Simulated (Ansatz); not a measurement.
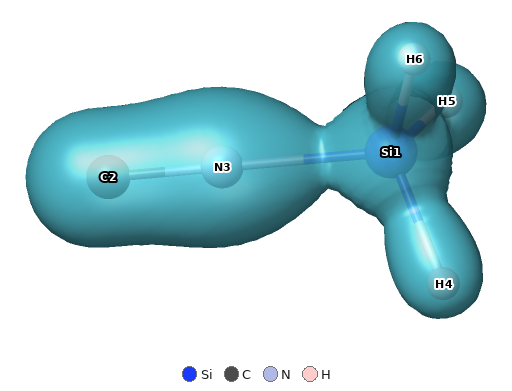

Figure. CH₃NSi. Isosurface of the electron density at 0.6 e/Å³ (cyan), seen at an oblique angle.

The product side of a reaction path; geometry: PBE0-D4/def2-TZVP.

The calculation used RKS PBE0-D4/def2-TZVPP (Ansatz 0.2.0).

```xyz
6

Si   -0.3288    0.1563    0.4128
C     1.4099   -0.6705   -1.7698
N     0.7110   -0.3383   -0.8906
H    -0.4972    1.6221    0.3210
H    -1.6211   -0.5418    0.2457
H     0.3263   -0.2281    1.6810
```

Q: What does this surface tell about the bonding?

A: At this value the surface is in one piece. It bridges the sampled C–N (1.17 Å), Si–N (1.74 Å) and Si–H (1.48 Å) contacts, where the density stays above the isovalue. On the grid the lowest density along these lines, outside the cores, is 3.1 e/Å³ (C–N, 1.17 Å), 0.83 e/Å³ (Si–N, 1.74 Å) and 0.84 e/Å³ (Si–H, 1.48 Å).
